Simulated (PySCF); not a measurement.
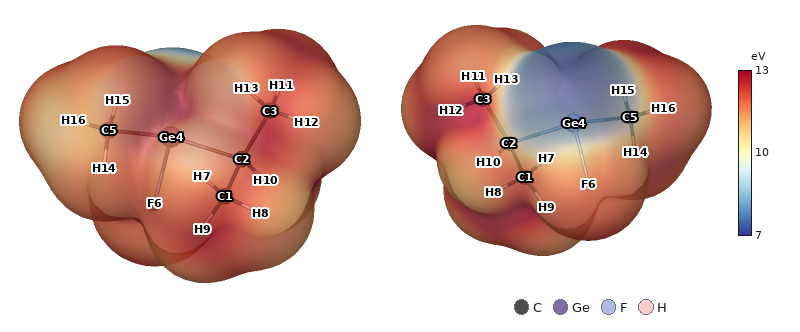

C4H10FGe, doublet, SMILES `C[CH](C)[Ge]([CH3])[F]`. Average local ionisation energy on the surface of electron density 0.001 a.u. (back view left, front view right).

PySCF calculation, PBE0/def2-SVP, gas phase; geometry: GFN2-xTB. No frequency check shows the geometry to be a minimum. The stability of the open-shell solution wasn't checked. GFN2-xTB bond lengths at metals and heavier atoms can be off by up to 0.1 Å and shapes distorted, which carries into these values. GFN2-xTB doesn't know the spin state, so this open-shell geometry is rough.

The calculation's input:

```python
import numpy as np
from pyscf import gto, scf, dft
from pyscf.scf import atom_ks, atom_hf
from scipy.linalg import block_diag

def solve(mol, dm0=None, hcore=None):
    mf = (dft.UKS if mol.spin else dft.RKS)(mol, xc='pbe0')
    mf.grids.level = 3
    mf = mf.density_fit(auxbasis='def2-universal-jkfit')
    mf.conv_tol, mf.max_cycle = 1e-8, 80
    if hcore is not None:
        mf.get_hcore = lambda *args: hcore
    mf.kernel(dm0)
    if not mf.converged:
        mf = mf.newton().run(mf.mo_coeff, mf.mo_occ, max_cycle=30)
    assert mf.converged, 'SCF not converged'
    return mf

mol = gto.M(atom='''
C      1.50689     1.03014    -1.10635
C      1.40658     0.35077     0.23824
C      2.33797    -0.83006     0.38576
Ge    -0.63345    -0.28243     0.45069
C     -1.39024    -0.87626    -1.37285
F     -1.36020     1.40057     0.42327
H      1.35996     0.31628    -1.91542
H      2.49553     1.47872    -1.22613
H      0.76367     1.82022    -1.19253
H      1.55578     1.06879     1.04549
H      2.22400    -1.29960     1.36142
H      3.37565    -0.50718     0.28419
H      2.14321    -1.57578    -0.38398
H     -1.32509    -0.03098    -2.05000
H     -0.81808    -1.71503    -1.75639
H     -2.42954    -1.17033    -1.26693
''', basis='def2-svp', charge=0, spin=1, verbose=4)
mf = solve(mol)
mf.analyze()
# spherically averaged free atoms, for the promolecule
atm = atom_ks.get_atm_nrks(mol, xc='pbe0')
pro = block_diag(*[(atm[a[0]][2] * atm[a[0]][3]) @ atm[a[0]][2].T for a in mol._atom])
np.savez('result.npz', e=mf.e_tot, c=mf.mo_coeff, occ=mf.mo_occ, eps=mf.mo_energy, pro=pro, dip=mf.dip_moment(verbose=0), s2=mf.spin_square()[0])
```

Command:

```sh
OMP_NUM_THREADS=1 python input.py
```

The run took 77 s on 1 thread of Intel(R) Xeon(R) Processor @ 2.70GHz (shared host), peak memory 0.66 GiB.

Partitions, critical points and surface values were worked out afterwards from this run's density.

Q: Where are the most loosely bound electrons on this surface?

A: The lowest value is 7.4 eV, 2.4 Å from Ge4. Further minima include 10.3 eV, near H14 (1.84 Å), H15 (1.90 Å), H16 (1.94 Å) and C5 (1.95 Å); 11.1 eV, 1.4 Å from H10; 11.4 eV, 1.3 Å from H9. For comparison, the highest occupied orbital lies at −6.2 eV.
